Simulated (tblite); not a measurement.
Run report: C$_{5}$H$_{10}$O$_{2}$, molecular dynamics (part 2 of 2)

C$_{5}$H$_{10}$O$_{2}$ (isopropyl acetate); GFN2-xTB Langevin dynamics, gas phase (tblite 0.8.0). 

Geometry of the input (Å):
```
C  -2.8725  -0.8291  2.4800
C  -1.3772  -1.0134  2.5421
O  -0.7065  -0.8583  3.5291
O  -0.8930  -1.3778  1.3547
C  0.5256  -1.5880  1.2446
C  1.2200  -0.2594  0.9657
C  0.7421  -2.5981  0.1274
H  -3.2457  -1.1054  1.4995
H  -3.3394  -1.4389  3.2494
H  -3.1082  0.2122  2.6878
H  0.8791  -1.9898  2.2033
H  1.0427  0.4312  1.7866
H  2.2901  -0.4165  0.8658
H  0.8355  0.1767  0.0463
H  0.2134  -3.5220  0.3466
H  0.3679  -2.1975  -0.8112
H  1.8018  -2.8129  0.0259
```

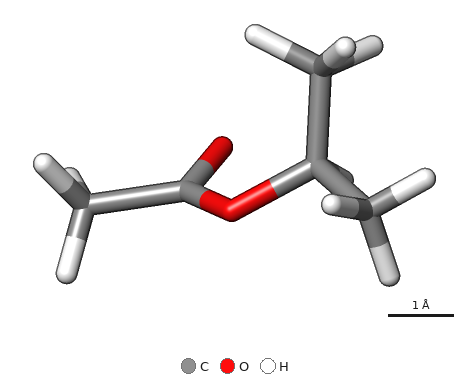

Figure 1. The geometry at step 4275 of the log (stick view, seen at a tilt).

### Trajectory as extended XYZ, continued
```
17
Properties=species:S:1:pos:R:3:forces:R:3 step=2925 time_fs=4387.5 energy=-650.77780 temperature=402.5
C    -1.0849    3.5809    3.3630   -1.6130   0.8280   0.8920
C    -1.2063    2.4937    2.3645    1.0530  -4.5600   2.0420
O    -1.2622    1.2922    2.7506   -0.2590   2.8270  -1.0350
O    -1.0310    2.8115    1.1114    0.4190   0.6160  -0.6200
C    -0.7252    1.7573    0.1529   -1.0200  -0.8130   0.3200
C     0.8204    1.6257    0.0525   -1.8780  -0.8580   4.4950
C    -1.3290    2.2110   -1.1553   -1.5980   0.7520  -0.4100
H    -2.0965    3.8484    3.7252   -0.0230   0.3010  -0.7980
H    -0.6941    3.3677    4.3569    0.8390  -0.7710  -0.5250
H    -0.5959    4.4159    2.9157    0.1860   0.6550  -0.1380
H    -1.3253    0.8442    0.6154    1.5800   1.0860  -1.0640
H     1.2613    0.9321   -0.5538    0.2780  -1.6020  -2.0130
H     1.2862    2.5512   -0.0382    0.4750   1.5850  -0.2830
H     1.0718    1.2171    1.1026    0.0350   0.7190  -1.1240
H    -2.3917    1.9772   -1.2873   -0.0800  -0.3770   0.5990
H    -1.3791    3.3148   -1.2063    0.7980  -0.4670  -0.1120
H    -0.9026    1.7568   -2.0262    0.8080   0.0790  -0.2250
17
Properties=species:S:1:pos:R:3:forces:R:3 step=3150 time_fs=4725.0 energy=-651.14527 temperature=451.4
C    -1.5628    2.9659    2.8587   -0.7200   1.0970   0.2440
C    -1.3509    2.1883    1.6617    1.0850  -1.1370  -2.0030
O    -1.5325    1.0138    1.4315   -0.2750   0.4560   0.8070
O    -0.7968    2.9824    0.7270    1.0210  -1.2130  -0.4160
C    -0.2643    2.2508   -0.4214   -0.1330   2.4790  -1.8040
C     1.0504    1.4739   -0.2639   -1.0850  -1.3200  -1.1450
C    -0.1092    3.3835   -1.4804    0.5330   0.0790  -0.6230
H    -2.5939    3.1320    2.9640   -1.6880  -0.1490   0.4620
H    -1.1666    2.5483    3.7169    0.5910  -1.2470   1.6480
H    -1.1720    3.9493    2.7952    0.7790   0.9290  -0.5170
H    -1.0676    1.6663   -0.8575   -0.1180  -0.7360   0.4880
H     1.2573    0.8345   -1.2130   -0.5580   1.1470   1.4810
H     1.9152    2.0778   -0.1023    0.2360   0.4820   0.2660
H     0.8622    0.7868    0.5496    0.4190  -0.2360   0.2020
H    -0.9052    4.1340   -1.4929    0.0640  -0.3760   0.4360
H     0.8408    3.9028   -1.4184    0.1030   0.1940   0.5920
H    -0.0689    2.9790   -2.4865   -0.2520  -0.4490  -0.1180
17
Properties=species:S:1:pos:R:3:forces:R:3 step=3375 time_fs=5062.5 energy=-650.91934 temperature=725.4
C    -2.1880    3.4984    1.6999   -0.0200   0.3120   2.6920
C    -1.4869    3.2435    0.4428    1.0320  -0.1860   1.2790
O    -2.0834    3.1079   -0.5549   -2.3570  -0.0090  -3.3080
O    -0.1819    3.0317    0.4642    0.0980  -0.0400   0.6950
C     0.4746    3.3102   -0.7853    0.5360   0.5160   1.0540
C     1.3122    2.1328   -1.1710   -0.6160  -1.9920   0.8290
C     1.2976    4.5056   -0.3524    2.0920   1.4240  -0.9300
H    -3.2187    3.8365    1.4825    0.5690  -0.6010   0.2260
H    -2.1002    2.5536    2.2755   -0.7270   0.2170  -0.3770
H    -1.7495    4.2022    2.4555    0.0110  -0.1490  -1.1110
H    -0.2720    3.5694   -1.5542    0.2570  -0.0620   0.2100
H     1.7647    2.1829   -2.1448    0.7230   0.5510   0.1250
H     1.9459    1.8542   -0.2873   -0.0400   0.4380  -1.2300
H     0.6365    1.2605   -1.2964    0.0580   0.2950   0.2250
H     0.6946    5.3862   -0.2354   -0.6790   0.2960   0.1910
H     1.8886    4.4434    0.6316   -0.7710  -0.5740  -1.6990
H     1.9626    4.7922   -1.2255   -0.1650  -0.4380   1.1300
17
Properties=species:S:1:pos:R:3:forces:R:3 step=3600 time_fs=5400.0 energy=-650.87853 temperature=471.9
C    -1.9854    4.7576    1.2948   -0.0790  -0.0490  -0.3190
C    -1.1300    4.4359    0.0795    0.3430  -2.1030   1.6800
O    -1.6194    4.2612   -0.9852   -0.9500   0.5020  -1.8890
O     0.1622    4.1169    0.2923    0.3250   0.3840  -0.3850
C     0.9685    4.0781   -0.9555   -2.9630   0.9930  -0.7220
C     0.8595    2.8000   -1.7942    1.5590   0.0220   1.5250
C     2.3429    4.5369   -0.6529   -0.8200  -1.2260   3.7940
H    -2.8426    5.2775    0.8080    0.6150   0.0570   0.9810
H    -2.4018    3.9229    1.8973    0.4390   0.0600  -0.9270
H    -1.3619    5.2858    1.9993   -0.2380   0.7190   0.0640
H     0.4619    4.8688   -1.5598    0.2470  -0.1940  -0.0240
H     1.7474    2.7868   -2.3819    0.8200   0.0210  -0.6830
H     0.9604    1.9426   -1.1470   -0.3820  -0.3750   0.2420
H     0.0622    2.7071   -2.4662   -1.3890   0.1510  -0.3090
H     2.2333    5.4820   -0.0531    0.5560  -1.1170  -0.2010
H     2.7647    3.6376   -0.0769    0.2150   1.7860  -0.6030
H     2.8005    4.7539   -1.5313    1.7040   0.3690  -2.2230
17
Properties=species:S:1:pos:R:3:forces:R:3 step=3825 time_fs=5737.5 energy=-650.95698 temperature=669.2
C    -1.9298    4.9842    1.2392   -1.1160   0.9060  -0.1060
C    -1.0476    5.1549   -0.0130    0.5190  -1.8950   0.5070
O    -1.1817    5.9950   -0.8557    0.1160   0.2960   0.3270
O    -0.1644    4.1146   -0.1124    0.5260   0.7810   0.0840
C     1.1182    4.2641   -0.9823   -1.6670  -0.0350   2.9430
C     1.3261    2.9370   -1.6288   -0.4570  -0.2130  -1.0740
C     2.1582    4.6846    0.0648    1.0860  -0.1330   0.1830
H    -2.8338    5.5806    1.0366   -0.3460  -0.7220  -0.6370
H    -2.1986    3.9510    1.5516    0.5530   0.8090  -0.5590
H    -1.6839    5.5818    2.1235    1.2870  -0.5350  -0.0940
H     0.7776    5.0759   -1.5603    0.2840   0.9150  -1.3570
H     1.8384    3.0449   -2.6003   -0.0410  -0.0410   0.5140
H     1.8940    2.3138   -0.9583    0.0730  -0.3510  -0.0250
H     0.3361    2.4766   -1.8479    0.7080   0.2230   0.2390
H     1.8154    5.5265    0.6506   -0.1480   0.4490  -0.2840
H     2.3734    3.9374    0.8236   -0.5600  -0.6600  -0.0870
H     3.1897    4.8919   -0.2850   -0.8180   0.2050  -0.5750
17
Properties=species:S:1:pos:R:3:forces:R:3 step=4050 time_fs=6075.0 energy=-650.83333 temperature=509.6
C    -2.0858    4.5375   -0.3333   -0.2470   0.6840   1.7220
C    -0.7921    5.2844   -0.4615   -0.0160   1.0030  -0.8650
O    -0.5141    6.3837   -0.0734   -0.7940   0.9140   0.8550
O     0.1172    4.6011   -1.1058    0.9260  -1.0070   0.3630
C     1.4609    5.1483   -1.1995    1.1130  -1.0000   2.1510
C     2.0886    4.0595   -1.9972    2.5370  -0.8150  -0.3820
C     2.2766    5.4520    0.1845   -0.0070   0.2520  -0.9420
H    -2.5915    4.1971   -1.2232    0.4060   0.0010  -0.2760
H    -1.6606    3.6783    0.2416   -1.2900   0.3280  -0.1280
H    -2.8184    5.2223    0.2308    1.0920  -1.3370  -0.4860
H     1.3723    6.0671   -1.6953    0.0450   1.3880  -0.8450
H     3.1076    4.3416   -2.4018   -0.9770  -0.1710   0.5620
H     2.2408    3.1374   -1.3635   -0.3560   0.9370  -0.7730
H     1.4724    3.8602   -2.8561   -0.2160  -0.3740  -0.1700
H     1.7494    6.2949    0.6457    0.4730  -0.1220  -0.1110
H     2.2561    4.6378    0.8747   -0.5870  -0.7990   0.2370
H     3.4232    5.6361    0.1452   -2.1010   0.1180  -0.9110
17
Properties=species:S:1:pos:R:3:forces:R:3 step=4275 time_fs=6412.5 energy=-650.56905 temperature=497.0
C    -2.0350    3.9685   -0.3048    0.9050   0.4550  -0.3100
C    -0.5632    4.4895   -0.5312    0.0440   1.4130   3.3300
O    -0.1434    5.2987    0.3172   -1.2460  -1.0550  -1.0770
O     0.2925    4.0535   -1.4245    0.3220  -1.5040  -0.0020
C     1.7038    4.4122   -1.1325   -0.5980   1.5920  -0.8930
C     2.4894    4.1050   -2.3862   -0.5440   0.6410  -0.6260
C     2.4183    3.8657    0.0797    0.6490  -1.8660   0.8760
H    -2.6295    3.9944   -1.2293    0.1930   0.1970   0.5380
H    -2.1124    2.9813    0.1343    0.6800  -0.5460  -0.5230
H    -2.4311    4.5470    0.5508    0.0650   0.4390  -0.9900
H     1.5962    5.5150   -0.9824    0.3610  -0.4470  -0.1450
H     3.5313    4.1708   -2.2698    1.4410   0.6310   0.7360
H     2.3890    3.0589   -2.5840   -0.7960  -0.4770  -0.8140
H     2.2623    4.8294   -3.1945   -0.3450  -0.9840   0.1950
H     1.7596    3.2301    0.7579    0.6290   1.5550  -0.4310
H     3.2294    3.1040   -0.1688   -0.9270   0.8770  -0.2230
H     2.9720    4.7270    0.5154   -0.8320  -0.9200   0.3590
17
Properties=species:S:1:pos:R:3:forces:R:3 step=4500 time_fs=6750.0 energy=-650.67401 temperature=447.2
C    -2.4469    3.2719   -0.6495    3.2840  -0.2530   3.5670
C    -1.2325    4.2311   -0.5523   -0.9200  -0.3730  -0.9170
O    -1.4151    5.4197   -0.6382    0.7430  -0.1960   0.1120
O    -0.1061    3.5574   -0.4523    1.5280  -0.3020  -1.1750
C     1.2290    4.0908   -0.9193   -2.0240   3.7030  -0.5240
C     1.2425    4.4561   -2.4844   -1.6200  -2.3400   2.3770
C     2.3004    3.2505   -0.3902    1.1560  -2.1570  -0.3570
H    -2.4592    2.5882   -1.3944    0.1150  -1.4010  -2.5740
H    -2.4663    2.6609    0.2668    0.3290  -0.0440   0.0540
H    -3.2147    3.8904   -0.5243   -3.5070   2.2670  -0.3070
H     1.2543    5.1082   -0.4261    0.0890  -0.6540  -0.1490
H     1.8841    5.2227   -2.7709    1.1280   1.0020   0.0200
H     1.4858    3.5155   -2.9416    0.0850  -0.1820  -0.7320
H     0.2223    4.7383   -2.7144   -0.0760   0.0590  -0.2650
H     1.8445    2.6511    0.3953    0.3430   0.1500   0.4240
H     2.6585    2.4607   -1.1278   -0.2620   1.1080   0.5890
H     3.1566    3.8380   -0.0303   -0.3940  -0.3870  -0.1430
17
Properties=species:S:1:pos:R:3:forces:R:3 step=4725 time_fs=7087.5 energy=-650.99756 temperature=435.9
C    -3.2133    2.2921   -0.7258    2.8670  -0.6890   0.0370
C    -2.3071    3.5439   -0.9368   -3.1740   0.4680  -1.5390
O    -2.8963    4.5214   -1.4344    2.3090  -1.3260   1.2040
O    -1.0181    3.2831   -0.8354   -0.3400   0.3390  -1.0540
C    -0.1327    4.1716   -1.5731    1.9910  -0.1000   1.3890
C     0.9876    3.2902   -2.3177   -2.1730   0.3160   2.4980
C     0.5047    5.0085   -0.4149   -0.5150  -0.2910   0.3910
H    -2.6729    1.5808   -1.4440   -1.2840   0.5470   0.8200
H    -3.1202    1.8412    0.2754   -0.1250   0.3310  -0.4130
H    -4.2224    2.5206   -0.9862   -0.2830   0.0040  -0.1570
H    -0.7171    4.7758   -2.2782    0.1600  -0.1340   0.1730
H     1.6456    3.8736   -2.8727    0.5440   1.0260  -1.1450
H     1.6104    2.7727   -1.5810   -0.4560  -0.0600  -0.0150
H     0.3764    2.6090   -2.8609    0.2070  -0.6510  -0.7590
H    -0.3174    5.4001    0.2390    0.6000  -0.2560  -0.6320
H     1.0980    4.3000    0.2386   -0.4110   0.9900  -0.8950
H     1.0710    5.8754   -0.7691    0.0830  -0.5150   0.0980
17
Properties=species:S:1:pos:R:3:forces:R:3 step=4950 time_fs=7425.0 energy=-651.20188 temperature=487.4
C    -3.7252    3.3434   -0.1914    0.9770   0.1150   0.0960
C    -2.8421    3.8419   -1.3257    1.1680   0.6180   1.7720
O    -3.1191    4.4049   -2.3406   -0.3190  -0.4090  -0.1780
O    -1.5382    3.6968   -0.8756   -1.0000  -0.1510  -1.8230
C    -0.5036    3.9871   -1.8513    0.6840   1.4100   0.4260
C     0.6901    3.1386   -1.3430    0.5110   1.4200   0.2020
C    -0.1796    5.5324   -1.7963   -0.7990  -0.1230  -1.5470
H    -3.2415    2.4621    0.1944    0.0620  -0.4770   0.0850
H    -3.7843    4.0172    0.6550    0.3900   0.5530  -0.0990
H    -4.7251    3.1451   -0.4338   -1.2060  -0.3310  -0.8530
H    -0.8320    3.7754   -2.9211    0.2830  -0.1850   1.3510
H     1.6953    3.3241   -1.8275   -1.4360  -0.1780   0.2750
H     0.8076    3.3221   -0.2546   -0.0400   0.1290  -0.6540
H     0.3641    2.1442   -1.4327    0.0980  -1.4080  -0.2890
H    -0.9475    6.0703   -2.5170    1.7710  -0.8560   1.3780
H    -0.2957    5.9601   -0.8013   -0.0600  -0.2920  -0.1110
H     0.8856    5.6573   -2.1071   -1.0850   0.1650  -0.0330
17
Properties=species:S:1:pos:R:3:forces:R:3 step=5175 time_fs=7762.5 energy=-651.18761 temperature=450.5
C    -3.7247    3.5280    0.1287   -0.4700   0.8670  -1.5730
C    -2.6810    3.8319   -1.0078   -2.2080  -1.0270  -0.5670
O    -2.8309    3.7102   -2.2051   -0.4940   0.0740   0.7280
O    -1.6027    4.1571   -0.4326    3.5940   1.2370   0.3500
C    -0.3826    4.5188   -1.2733   -1.0080  -0.8090   0.0920
C     0.7847    3.7141   -0.6120   -2.8540   0.1390   0.3920
C    -0.2507    6.0297   -1.2559   -1.3730  -0.5310   1.1480
H    -3.2059    3.0904    0.9523    0.2880  -0.4830   0.3110
H    -4.1128    4.5235    0.5302    0.0340  -1.4150  -0.8970
H    -4.4691    2.8206   -0.3319    0.4140   1.0850   0.8400
H    -0.6555    4.2418   -2.3230    0.4130  -0.3640   0.7340
H     1.7053    3.8645   -1.0573    1.5970   0.5370  -1.0130
H     0.8274    4.0958    0.4375   -0.0650  -0.9400  -0.7310
H     0.5093    2.6432   -0.7713    0.3120   0.8070   0.8280
H    -1.1727    6.4979   -1.6547    0.7180  -0.2530  -0.0840
H    -0.2104    6.3025   -0.2004    0.3970   0.3970  -0.1380
H     0.6224    6.2587   -1.8014    0.7050   0.6800  -0.4190
17
Properties=species:S:1:pos:R:3:forces:R:3 step=5400 time_fs=8100.0 energy=-650.79820 temperature=417.8
C    -2.8702    1.8124   -0.5937   -0.8530  -0.9410  -1.1410
C    -2.2974    2.6785   -1.7173   -0.4010  -0.8600  -0.9410
O    -2.3810    2.5936   -2.9200   -0.1480  -0.3830   0.6700
O    -1.5922    3.5625   -1.0824    2.0750   1.6900   0.5660
C    -0.2963    4.1399   -1.5838   -2.6240   0.6570  -0.9350
C     0.7812    3.4381   -0.8798    2.9850   0.3780  -2.6450
C    -0.2665    5.6333   -1.1469   -0.2620  -0.8080  -1.5170
H    -2.0444    1.1806   -0.2650   -0.0700   0.4420   0.4320
H    -3.3029    2.4844    0.1122    0.3650   0.3260   0.8640
H    -3.6882    1.1172   -0.8216    0.2070   0.1970  -0.6540
H    -0.2645    4.0655   -2.6948   -0.1580  -0.2450   0.6020
H     1.6842    3.9796   -1.4066   -0.8060  -1.5830   0.9620
H     0.7918    3.8376    0.0727    0.0900  -0.1690   2.2180
H     0.8654    2.3451   -0.9984   -0.1750   0.7390   0.2030
H    -0.8722    6.2041   -1.8828    0.6190  -0.0740   0.5940
H    -0.7793    5.6327   -0.2066    0.1730   0.4810   0.5680
H     0.7976    5.9457   -1.1289   -1.0160   0.1540   0.1520
```

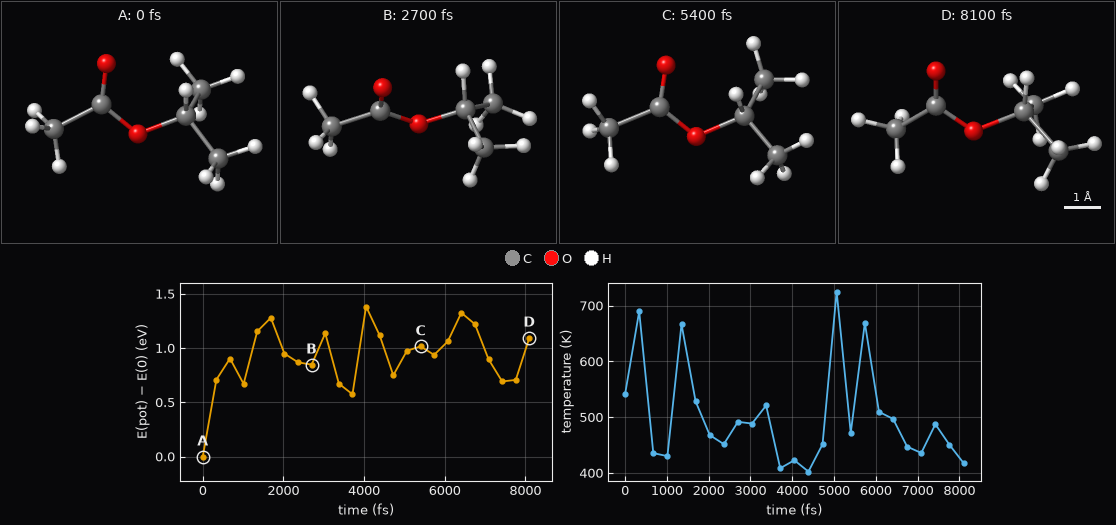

Figure 2. Frames of the molecular dynamics (ball-and-stick, seen at a tilt) above the curves, on which the letters mark them. The trajectory kept here has 25 frames over 8100 fs. The temperature starts at 542 K, ranges from 402 to 725 K and averages 491 K over the second half. The potential energy ends 1.096 eV above its first value. After an unweighted best fit of the last frame on the first, the root-mean-square displacement is 1.05 Å, and H13 has moved furthest (1.99 Å).
